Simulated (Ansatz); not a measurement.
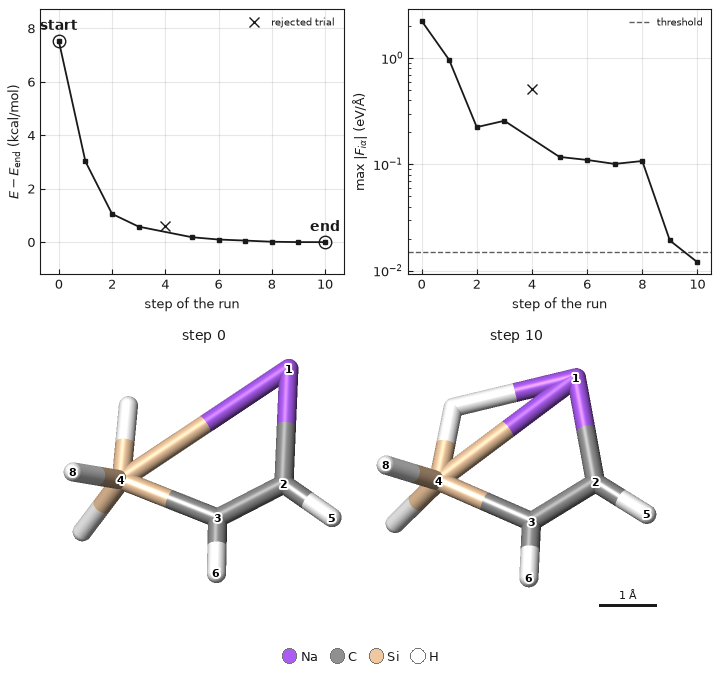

First and last geometry of a relaxation of C₂H₅NaSi, with the history of the run. Style: stick. Shown at a tilt.

The run prepares an end point of a later path (torsion) calculation, from a guessed geometry.

Computed with RKS r2SCAN-D4/STO-3G (Ansatz).

Input file:
```yaml
crystal:
  periodic: [false, false, false]
  atoms:
    - { symbol: Na, position_ang: [-1.99103, 2.81141, 1.05272] }
    - { symbol: C, position_ang: [-0.75725, 1.2911, -0.10577] }
    - { symbol: C, position_ang: [-0.26281, 0.21197, 0.5031] }
    - { symbol: Si, position_ang: [-0.47485, -0.23539, 2.32308] }
    - { symbol: H, position_ang: [-0.49366, 1.32862, -1.17102] }
    - { symbol: H, position_ang: [0.32875, -0.50481, -0.07008] }
    - { symbol: H, position_ang: [-1.14159, -1.53885, 2.4669] }
    - { symbol: H, position_ang: [0.83093, -0.33502, 2.99354] }
    - { symbol: H, position_ang: [-1.2785, 0.77902, 3.01193] }
basis:
  gaussian: { orbitals: STO-3G }
hamiltonian:
  xc: r2scan
  dispersion: d4
relax:
  f_tol: 0.015
  max_steps: 40
```

Launched with:
```bash
ansatz run input.yaml --threads 1 --pin off --max-ram 2048MiB --backend cpu --events-out ev --progress --plain --runs-dir out
```

> Did the run converge, and what did it change?

It converged. The atom that moves furthest after the best rigid fit is Na1 (0.46 Å). Largest moves by element: Na 0.46 Å, H 0.23 Å, Si 0.09 Å, C 0.08 Å. Some distances before and after: Na1–H9 2.911 → 2.241 Å, Na1–Si4 3.633 → 3.128 Å, Na1–C2 2.275 → 2.106 Å, C3–Si4 1.886 → 1.857 Å. Bond angles that change, for instance: Na1–C2–H5 127.0° → 135.2°, Na1–C2–C3 120.6° → 113.7°, C2–C3–Si4 126.2° → 119.5°. Over 9 accepted moves (10 points after the start) the energy falls by 7.53 kcal/mol. Largest force component: 2.2 eV/Å at the start, 0.012 eV/Å at the end. The line search rejected the trial step at point 4 of the run. Cost: 56 s on 1 thread of Arm Neoverse N1, on a shared host, peak memory 0.14 GiB.

Limits of the set-up: STO-3G is a minimal basis, so the numbers are rough.
